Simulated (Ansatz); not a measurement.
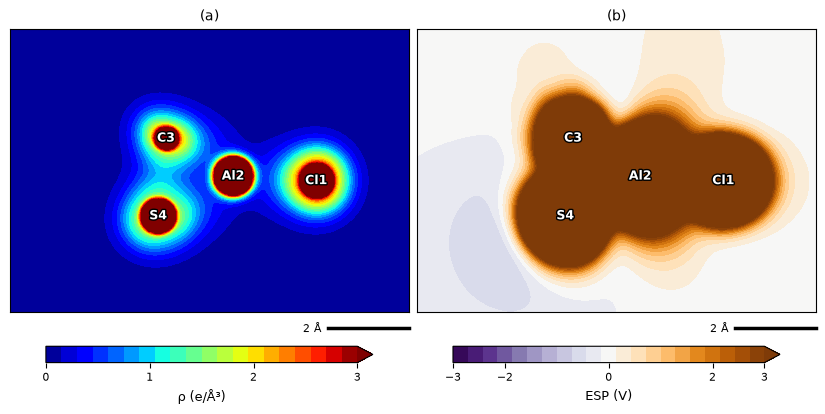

*CH₂AlClS (SMILES [Cl][Al]1[CH2][S]1). (a) total electron density; (b) electrostatic potential on the plane of atoms C3, Al2 and S4.*

Geometry: PBE0-D4/def2-TZVP.

These are results of Ansatz 0.2.0, RKS PBE0-D4/def2-TZVPP, not measurements.

```xyz
6

Cl   -1.2450   -2.6962    0.7079
Al   -0.5391   -0.8820    0.0111
C     0.5327    0.6804    0.1184
S    -0.5599    0.6057   -1.4744
H     1.5888    0.6897   -0.1388
H     0.2647    1.5383    0.7298
```

**What does the map show?**

- The plane passes through Cl, Al, C and S nuclei.
- C–Al (1.90 Å): the density is about 0.72 e/Å³ at the midpoint.
- C–S (1.93 Å): ρ is about 0.97 e/Å³ halfway.
- Al–Cl (2.07 Å): ρ is about 0.78 e/Å³ halfway.
- Al–S (2.10 Å): ρ at the midpoint is about 0.7 e/Å³.
- Outside the dense part of the molecule the potential is most negative (−0.7 V) near S4.
